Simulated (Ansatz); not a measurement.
**Abstraction of F: CF4 + GeF3 → CF3 + GeF4**

Species: CF4 `FC(F)(F)F`, singlet; GeF3 `[F][Ge]([F])[F]`, doublet; CF3 (trifluoromethyl radical) `F[C](F)F`, doublet; GeF4 (tetrafluorogermane) `[F][Ge]([F])([F])[F]`, singlet. A radical takes F: the energy is the difference in strength between the C–F bond broken and the Ge–F bond made.

Shapes, held fixed at every level: PBE0-D4/def2-TZVP. Programs: Ansatz 0.2.0. The zero-point and thermal change to 298 K, harmonic and unscaled (PBE0-D4/def2-TZVP), is -2.7 kJ/mol.

| level | kind | ΔH(298 K) (kJ/mol) | less CCSD(T)/def2-TZVPP |
| --- | --- | --- | --- |
| r2SCAN-D4/def2-TZVPP | meta-GGA | +9.9 | +10.6 |
| BHLYP-D4/def2-TZVPP | global hybrid | +4.3 | +5.0 |
| r2SCAN0-D4/def2-TZVPP | global hybrid | +6.1 | +6.8 |
| wB97X-V/def2-TZVPP | range-separated hybrid | +10.5 | +11.2 |
| B2PLYP/def2-TZVPP | double hybrid | +5.4 | +6.1 |
| MP2/def2-TZVPP | perturbation theory | -0.5 | +0.2 |
| CCSD/def2-TZVPP | coupled cluster or CI | -3.1 | -2.4 |
| CCSD(T)/def2-TZVPP | coupled cluster or CI | -0.7 | 0.0 |

The highest level, CCSD(T)/def2-TZVPP, gives ΔH(298 K) = -0.7 kJ/mol; the levels span -3.1 to +10.5. That is about zero within the method's error. They disagree on the sign: 5 of 8 are positive. The column of differences is taken from that level and isn't an error. No measured value is set beside it here. Open shells run unrestricted unless RO is named. Relativity is left out for Ge unless named. Correlated rows may include outer-core shells of Ge, which these sets cover unevenly.

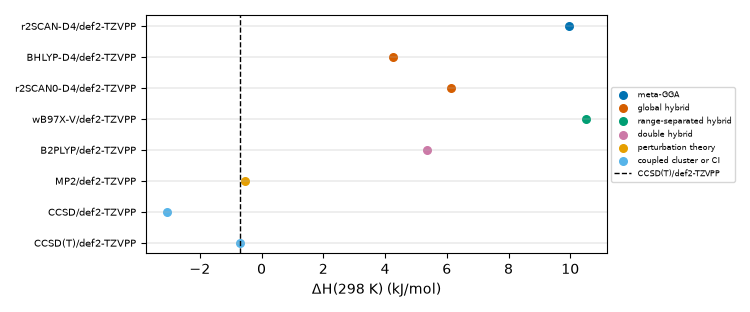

The values of the table, level by level.
